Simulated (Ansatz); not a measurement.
**BBrF2 (SMILES FB(F)Br) at CCSD(T)/aug-cc-pVDZ**

What is the vertical singlet–triplet gap of BBrF2 at CCSD(T)/aug-cc-pVDZ? 

The calculation is run with Ansatz 0.2.0.

45 further runs of the same task are left out: 3 that didn't finish, 42 set aside as unsound or not needed.

## Step 1: The system as given

BBrF2: 4 atoms, total charge 0, spin state singlet. As SMILES, `FB(F)Br`. The coordinates come from a PBE0-D4/def2-TZVP relaxation.

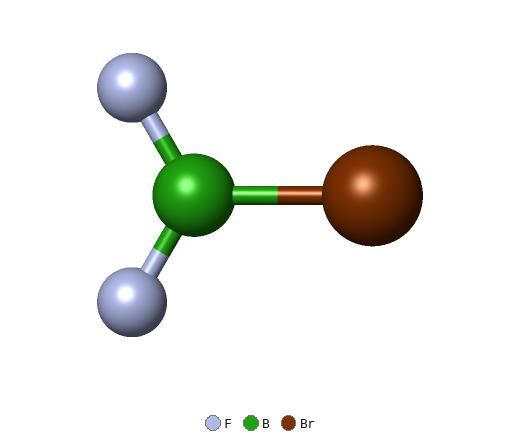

The structure, seen from a chosen angle (fluorine light blue, boron green, bromine brown).

## Step 2: A single-point energy at CCSD(T)/aug-cc-pVDZ

Contents of in.yaml:

```yaml
crystal:
  periodic: [false, false, false]
  atoms:
    - {symbol: F, position_ang: [-0.215650, -1.366490, -0.109870]}
    - {symbol: B, position_ang: [-0.127940, -0.063330, -0.022770]}
    - {symbol: F, position_ang: [-1.212420, 0.659630, -0.144250]}
    - {symbol: Br, position_ang: [1.556010, 0.770190, 0.276890]}
basis:
  gaussian:
    orbitals: aug-cc-pVDZ
scf:
  omitted_lower_state_checks: [cluster_reference, increment]
correlation:
  method: ccsd_t
  frozen_orbitals: {B: 1, Br: 9, F: 1}
accuracy: high
```

The run is started by

```sh
ansatz run in.yaml --threads 1 --pin off --max-ram 3480MiB --events-out events.jsonl --progress --plain --runs-dir runs
```

The program printed, cut to the lines that bear on the results:

```text
Warning: RAYON_NUM_THREADS=1 ignored (pool sized by the plan → 1); use --threads N
Functional definition: HF
  name "HF"
[...]
2019 factors; integrals over basis functions are off by at most 4.3e-9 eV
[...]
mean field -76086.62332722 eV, -2796.1318339096 hartree, gradient 6.9e-8 eV, S^2 0.000000; 0 other end points of the search recorded, 0 dependent functions left out
12 core orbitals not correlated: weight in the atoms' cores, before any rotation towards them, 1.000 or more for the frozen orbitals, at most 0.000 for the correlated occupied ones
reference -76086.62332722 eV, -2796.1318339096 hartree; 17, 17 occupied and 76, 76 virtual orbitals, 2019 factors
second order -16.91474793 eV of doubles, -0.00000000 eV of singles
cycle   1  -16.84725250 eV  change    6.7e-2 eV  update   9.6e-2
[...]
cycle  19  -17.26017154 eV  change  -6.6e-10 eV  update   1.7e-9
perturbative correction -0.45742433 eV, -0.0168100340 hartree
Total energy: -76104.34092309 eV, -2796.7829435484 hartree
Checks for a lower state left out: cluster_reference, increment
```

It took 26 s on 1 thread of Arm Neoverse V1, shared host; peak memory 0.63 GiB.

## Step 3: The triplet, same level

Contents of job.yaml:

```yaml
basis:
  gaussian:
    orbitals: aug-cc-pVDZ
crystal:
  periodic: [false, false, false]
  atoms:
    - {symbol: F, position_ang: [-0.215650, -1.366490, -0.109870]}
    - {symbol: B, position_ang: [-0.127940, -0.063330, -0.022770]}
    - {symbol: F, position_ang: [-1.212420, 0.659630, -0.144250]}
    - {symbol: Br, position_ang: [1.556010, 0.770190, 0.276890]}
accuracy: high
magnetization:
  spin_polarized: true
  initial_magnetization: 2
correlation:
  method: ccsd_t
  frozen_orbitals: {B: 1, Br: 9, F: 1}
scf:
  omitted_lower_state_checks: [cluster_reference, increment]
```

The run is started by

```sh
ansatz run job.yaml --threads 1 --pin off --max-ram 3480MiB --events-out events.jsonl --progress --plain --runs-dir runs
```

The program printed, cut to the lines that bear on the results:

```text
Warning: RAYON_NUM_THREADS=1 ignored (pool sized by the plan → 1); use --threads N
Functional definition: HF
  name "HF"
[...]
2019 factors; integrals over basis functions are off by at most 4.3e-9 eV
[...]
mean field -76079.62276787 eV, -2795.8745680986 hartree, gradient 4.4e-8 eV, S^2 2.016103; 13 other end points of the search recorded, 0 dependent functions left out
12 core orbitals not correlated: weight in the atoms' cores, before any rotation towards them, 1.000 or more for the frozen orbitals, at most 0.000 for the correlated occupied ones
reference -76079.62276787 eV, -2795.8745680986 hartree; 18, 16 occupied and 75, 77 virtual orbitals, 2019 factors
second order -16.30399635 eV of doubles, -0.00000000 eV of singles
cycle   1  -16.41386637 eV  change   -1.1e-1 eV  update   9.8e-2
[...]
cycle  32  -16.86918387 eV  change   -1.1e-9 eV  update   2.6e-9
perturbative correction -0.43449050 eV, -0.0159672315 hartree
Total energy: -76096.92644224 eV, -2796.5104664029 hartree
Checks for a lower state left out: cluster_reference, increment
```

Run time: 2.9 min. Hardware: 1 thread of Arm Neoverse V1, shared host; peak memory 1.3 GiB.

## Step 4: Results

At CCSD(T)/aug-cc-pVDZ, 12 core orbitals frozen:

```
                                             quantity           value
                                singlet: total energy  -2796.78294 Eh
singlet: correlation energy (12 core orbitals frozen)      -651.1 mEh
                              singlet: (T) correction      -16.81 mEh
                               singlet: T1 diagnostic           0.012
                                triplet: total energy  -2796.51047 Eh
triplet: correlation energy (12 core orbitals frozen)      -635.9 mEh
                              triplet: (T) correction      -15.97 mEh
           triplet: ⟨S²⟩ of the reference determinant           2.016
                               triplet: T1 diagnostic           0.013
     vertical energy of the triplet above the singlet        7.414 eV
```

What this shows: At this shape the triplet lies 7.41 eV (171 kcal/mol) above the singlet. The triples (singlet) make up 2.6 % of the correlation energy. The triples (triplet) make up 2.5 % of the correlation energy.
